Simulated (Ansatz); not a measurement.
FH3NSn (doublet)

```xyz
6

N    -0.5723    0.2186   -0.8445
Sn    0.1960   -0.5318    0.8830
F     2.0761   -0.3687    0.4526
H    -0.0464   -0.0619   -1.6648
H    -1.5529    0.0321   -1.0165
H    -0.0585    0.6478    2.1439
```

Geometry: PBE0-D4/def2-TZVP; core potentials replace the inner electrons of Sn.

Level of theory: UKS PBE0-D4/def2-TZVPP (Ansatz 0.2.0).

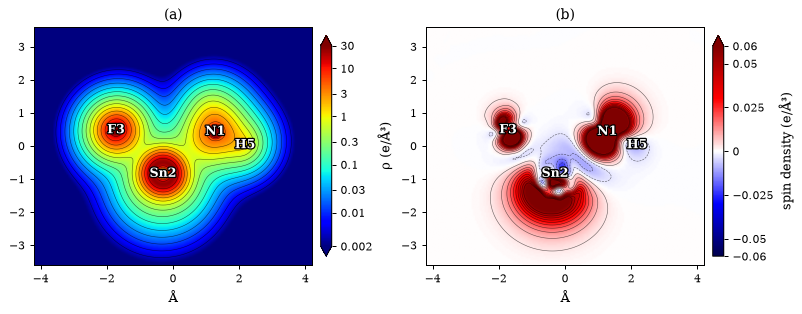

Figure 1. (a) electron density; (b) spin density on the plane of atoms N1, Sn2 and F3.

### What do the fields say about this system?

- The plane passes through N, Sn, F and H nuclei.
- Sn–F (1.94 Å): ρ at the midpoint is about 0.8 e/Å³.
- Sn–N (2.03 Å): the density is about 0.78 e/Å³ at the midpoint.
- N–H (1.01 Å): ρ is about 2.9 e/Å³ halfway.
- The unpaired spin (1 electron) lies mostly on Sn2 (about 0.6), N1 (about 0.2) and H6 (about 0.2), in electrons by Hirshfeld's partition.

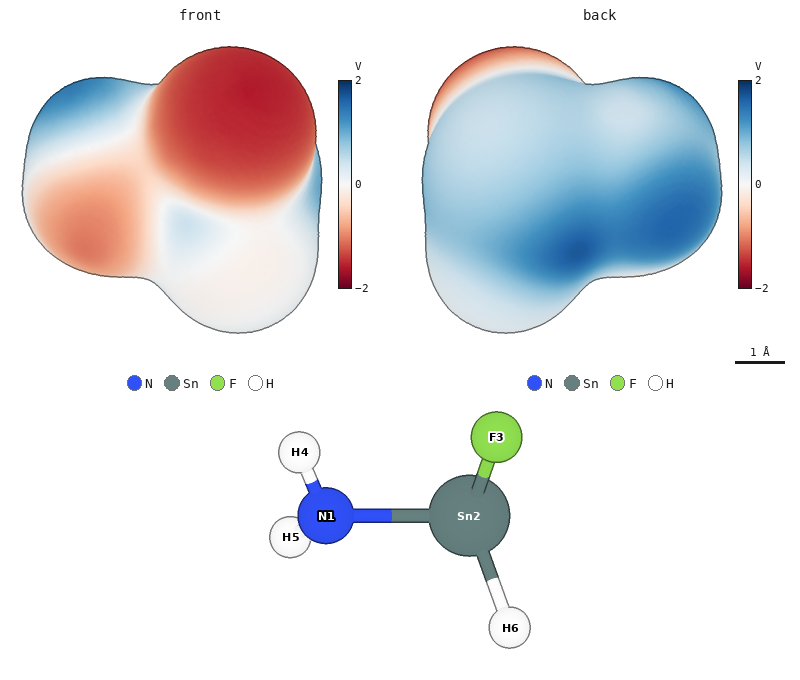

Figure 2. The electrostatic potential painted on the density surface at 0.001 e/bohr³, seen from the front and from behind; the colour scale runs from red (negative) to blue (positive). The bare structure is drawn below in the same view.

### Which sites attract a positive test charge, and which a negative one?

A positive charge is drawn to the negative regions and a negative charge to the positive ones. The most negative region (about −1.6 V, or −37 kcal/mol for a unit charge) lies over F3, the most positive (about +1.6 V, or +37 kcal/mol for a unit charge) over Sn2 and H5.

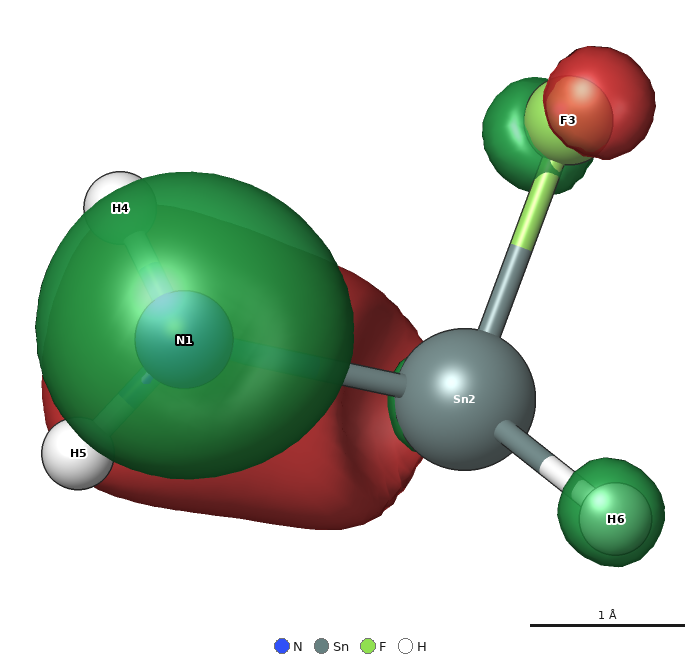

Figure 3. One frontier orbital at ±0.15 Å⁻³ᐟ² (green and red are the two phases), seen at a tilt.

### Which orbital is it: HOMO (β) or LUMO (β)?

The HOMO (β), at −7.89 eV. Its weight (Hirshfeld) is mainly on N1 (about 60 %) and Sn2 (about 20 %).
